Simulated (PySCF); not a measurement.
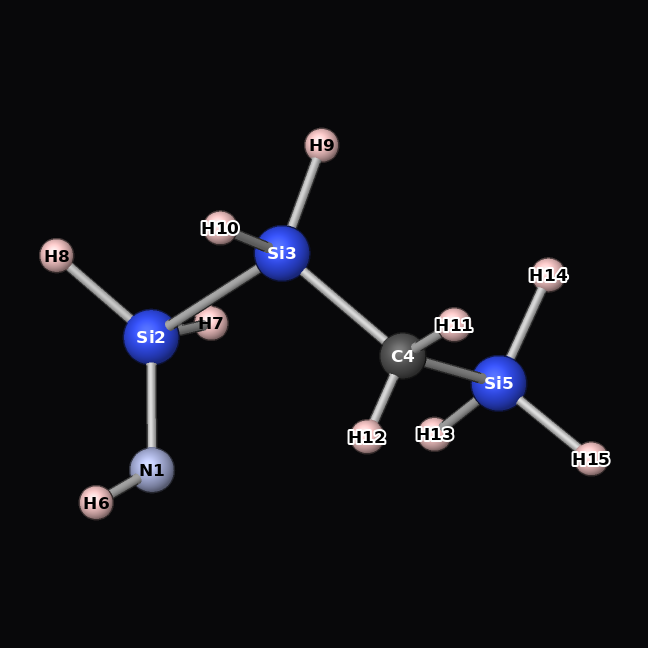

The questions are on Mulliken spin populations. The species is neutral and a spin doublet. Computed geometry: GFN2-xTB optimisation. No frequency run is at hand to confirm it as a minimum. Level of theory: UKS B3LYP, pcH-1 on C H N Si, non-relativistic (PySCF 2.14.0).

List the Mulliken spin populations.

| atom | value (e) |
| --- | --- |
| N1 | 0.80 |
| Si2 | −0.06 |
| Si3 | 0.21 |
| C4 | 0.00 |
| Si5 | 0.00 |
| H6 | −0.03 |
| H7 | 0.04 |
| H8 | 0.02 |
| H9 | 0.03 |
| H10 | 0.00 |
| H11 | 0.00 |
| H12 | 0.00 |
| H13 | 0.00 |
| H14 | 0.00 |
| H15 | 0.00 |

Mulliken values depend strongly on the basis set. The geometry is semi-empirical. Around Si such bond lengths and angles can be off by a tenth of an ångström or more and by several degrees, and values that hang on the shape move with them.
